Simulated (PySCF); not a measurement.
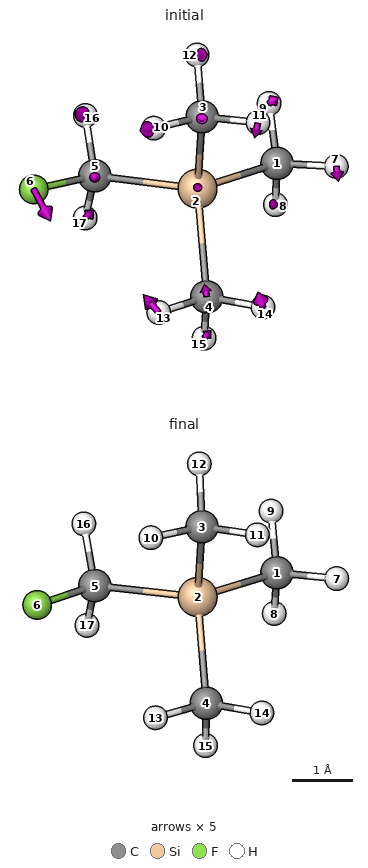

The structure of C₄H₁₁FSi before (top) and after (bottom) a relaxation, at one scale. The purple arrows give the displacements, 5 times their true length.

A ball-and-stick model, seen from a free direction.

The start comes from GFN2-xTB.

The calculation used PBE0-D3(BJ)/def2-SVP geometry optimisation, gas phase (PySCF). 

Question: What changed between the two?

Answer: After 7 geometry steps the energy has fallen by 0.094 eV. The atom that moves furthest after the best rigid fit is F6 (0.15 Å). Largest moves by element: F 0.15 Å, H 0.09 Å, C 0.05 Å, Si 0.03 Å. Near-neighbour distances that change, for instance: Si2–C3 1.905 → 1.878 Å, Si2–C5 1.933 → 1.906 Å, C1–Si2 1.905 → 1.882 Å, C1–H7 1.085 → 1.102 Å. Among the angles between lasting bonds that change: F6–C5–H16 106.1° → 108.6°, C1–Si2–C5 107.1° → 109.4°. The run took 59 s on 1 thread of Arm Neoverse V2, with other jobs on the host.
